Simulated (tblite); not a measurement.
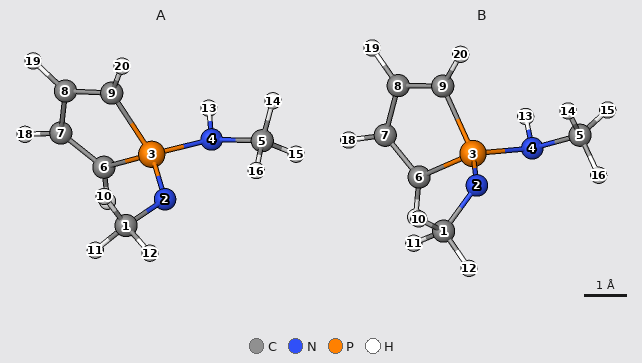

Two geometries of C₆H₁₁N₂P, drawn at one scale. One is the start of a relaxation, the other its converged end. Style: ball-and-stick. Shown at a tilt.

Method: GFN2-xTB geometry optimisation, gas phase in tblite. 

> Which one is relaxed?

Structure A is the relaxed one. Over 122 geometry steps the energy falls by 74.3 kJ/mol. The largest move after the best rigid fit is that of an H atom, 1.10 Å. By element the largest moves are H 1.10 Å, N 0.57 Å, C 0.50 Å, P 0.17 Å. Some distances before and after: N–P 1.724 → 1.662 Å, N–P 1.521 → 1.563 Å, C–P 1.800 → 1.838 Å, C–H 1.127 → 1.092 Å. Bond angles that change, for instance: N–P–N 117.2° → 105.6°, P–N–C 110.8° → 120.5°, N–P–C 114.4° → 121.8°. Groups turn about C–N by about 60°, N–P by about 55°, C–N by about 50°. Cost: 0.79 s on 1 thread of Intel(R) Xeon(R) 6975P-C, on a shared host.
